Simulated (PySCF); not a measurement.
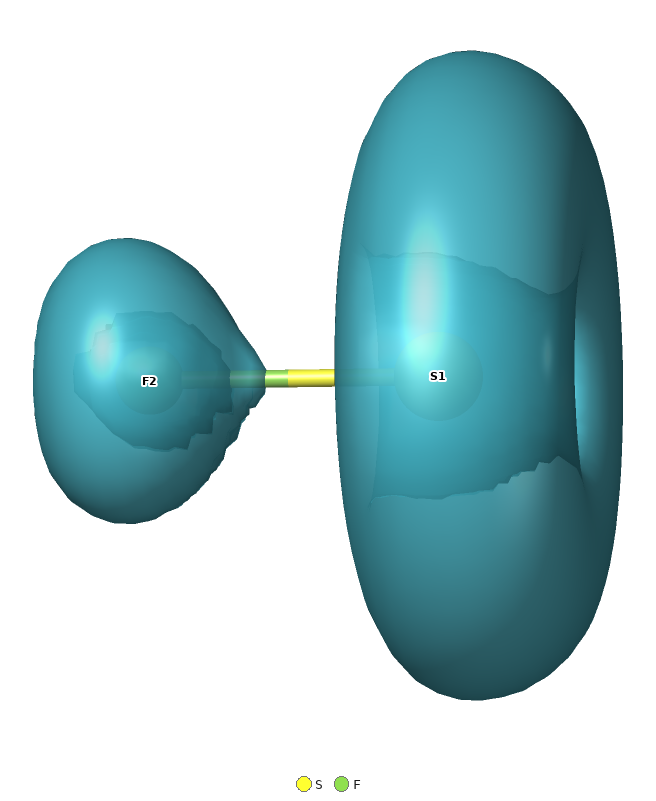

SF (charge −1). Isosurface of the ELF at 0.75 (cyan), seen from one side. Core shells and regions of very low density are left out.

These are results of PySCF, PBE0/def2-TZVPPD, non-relativistic Hamiltonian with scalar-relativistic core potentials where named, at a bond length of 1.714 Å, not measurements.

What do the ELF domains correspond to?

The ELF exceeds this value in one ring or bowl of non-bonding electrons around S and one region wrapped around F (its lone pairs, merged into a ring or cap). Profiles from the grid: S–F (1.71 Å): the ELF peaks at about 0.80 between the atoms: a polar covalent bond.
